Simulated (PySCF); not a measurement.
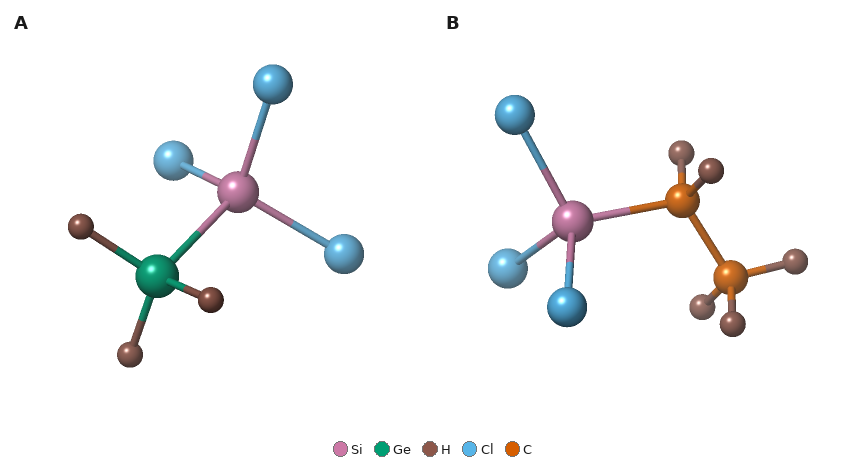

Two related species, optimised with PBE0-D3(BJ)/def2-SVP; properties computed with PySCF 2.14.0. Both: charge 0, singlet.

Identify both.

Answer. A is Si(GeH3)Cl3, B is SiEtCl3 (CC[Si](Cl)(Cl)Cl).

Compare them. With B3LYP/def2-SVPD: dipole moment (D), HOMO–LUMO gap (eV), HOMO energy (Kohn–Sham orbital) (eV), lowest vertical singlet excitation (eV), mean static polarisability (bohr³). With PBE0-D3(BJ)/def2-SVP: mean Si–Cl length (Å).

```
                               quantity      A      B
                      dipole moment (D)   1.77   2.28
                     HOMO–LUMO gap (eV)   7.38   8.32
   HOMO energy (Kohn–Sham orbital) (eV)  −8.43  −8.86
lowest vertical singlet excitation (eV)   6.63   7.32
     mean static polarisability (bohr³)  100.9   89.8
                  mean Si–Cl length (Å)  2.058  2.054
```

Each is one conformer, and no frequency run is at hand to confirm it as a minimum.
